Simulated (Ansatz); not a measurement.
# PbI2 (CdI2 type): energy against volume

PbI2 (CdI2 type)

```
CELL_PARAMETERS angstrom
      4.55930     0.00000     0.00000
     -2.27965     3.94847     0.00000
      0.00000     0.00000     6.97268
ATOMIC_POSITIONS crystal
  Pb 0.00000 0.00000 0.00000
  I  0.33333 0.66667 0.27092
  I  0.66667 0.33333 0.72908
```

The volume is varied about the relaxed value V₀ at fixed cell shape. The atoms relax within the cell's symmetry.

Calculation: PBE-D3(BJ) (plane waves to 420 eV, PAW, scalar-relativistic; Ansatz, a quantum-chemistry and plane-wave program). k mesh 8×8×5 (Γ-centred), Fermi-Dirac smearing 0.05 eV. The energy includes the smearing's −TS. With the shape held, the modulus is that of even scaling; a crystal free to change shape is softer. PbI2 was relaxed with its symmetry unable to fall. Spin-orbit coupling is left out, though I and Pb are heavy. The PAW data are Ansatz's earlier set. The zero of ΔE is the relaxed starting cell.

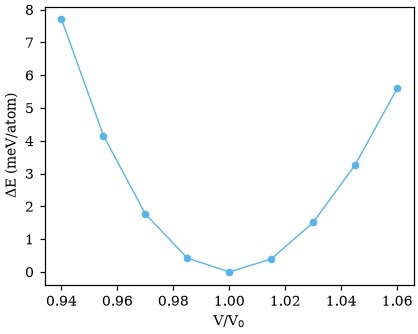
Figure. ΔE (meV/atom) against V/V₀; computed points joined by lines.

The pressure derivative B₀′ (fit) is 7.1 and the equilibrium volume of the fit is 41.84 Å³/atom. The pressure at the smallest volume comes out as 1.07 GPa and the energy cost of the largest expansion comes out as 5.6 meV/atom. The pressure for 5 % compression (fit) is 0.9 GPa.

P = (3B₀/2)(x⁷ − x⁵)[1 + ¾(B₀′ − 4)(x² − 1)] with x = (1/0.95)^(1/3), B₀ = 13.9 GPa and B₀′ = 7.07.

(A scan under strain: stresses follow from slopes of the energy per volume, elastic moduli from its curvatures.)
